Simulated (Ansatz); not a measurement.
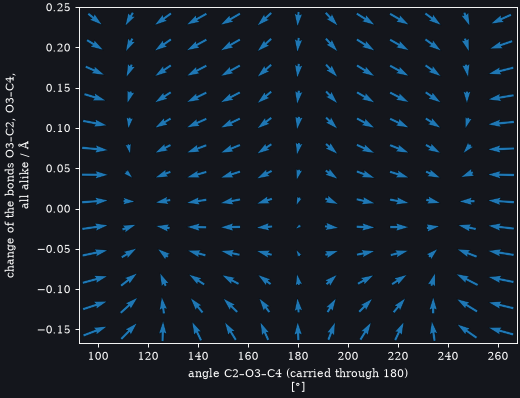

C2H3F2O, SMILES F[CH]OCF, spin multiplicity 2. First axis: angle C2–O3–C4 (carried through 180). Second axis: change of the bonds O3–C2, O3–C4, all alike. Nothing is relaxed (all other coordinates rigid). Grid: 13 × 13 points. Points are written as (first, second). All numbers below come from UKS PBE-D4/def2-SVP in Ansatz.

The picture shows arrows along the force (downhill), their lengths compressed.

> The arrows alone are given. Where are the wells?

The arrows converge at about (117°, 0.000 Å); about (241°, 0.00 Å) (19 kJ/mol up) (read from the interpolated surface).

The energy map of the same scan:

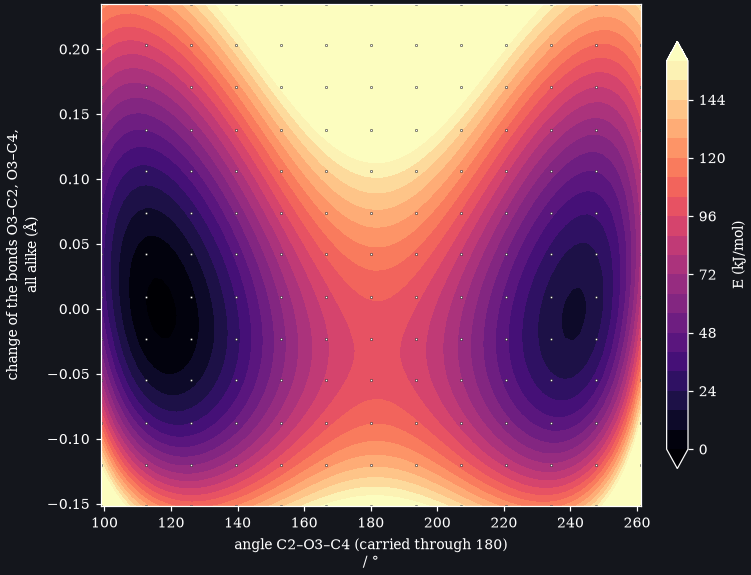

Energies are in kJ/mol, from the lowest grid point; between grid points the surface is interpolated.
